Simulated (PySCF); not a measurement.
B(H)(OMe)2, SMILES COBOC (C2H7BO2) at its B3LYP/def2-SVP optimised geometry (Å):

```
12

B     -0.2121    -0.4957     0.0000
H     -0.7733    -1.5677     0.0032
O     -0.9060     0.6727     0.0000
C     -2.3148     0.7315     0.0183
H     -2.7692    -0.2741     0.0229
H     -2.6531     1.2752     0.9159
H     -2.6754     1.2774    -0.8692
O      1.1404    -0.4957     0.0000
C      1.9227     0.6846    -0.0044
H      1.3408     1.5677     0.3015
H      2.7692     0.5484     0.6868
H      2.3286     0.8619    -1.0147
```

Level of theory: B3LYP/def2-TZVP in PySCF 2.14.0.

Map of the HOMO amplitude (bohr^(-3/2)) on the plane z = 1.2 Å; orbital energy -7.98 eV, overall sign arbitrary:

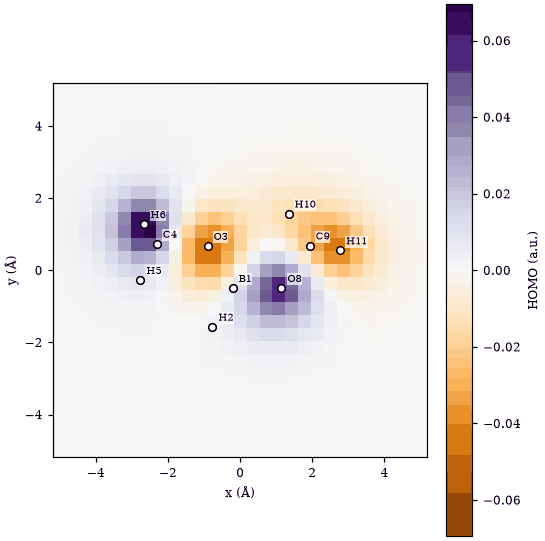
HOMO amplitude (bohr^(-3/2)) on the plane z = 1.2 Å.
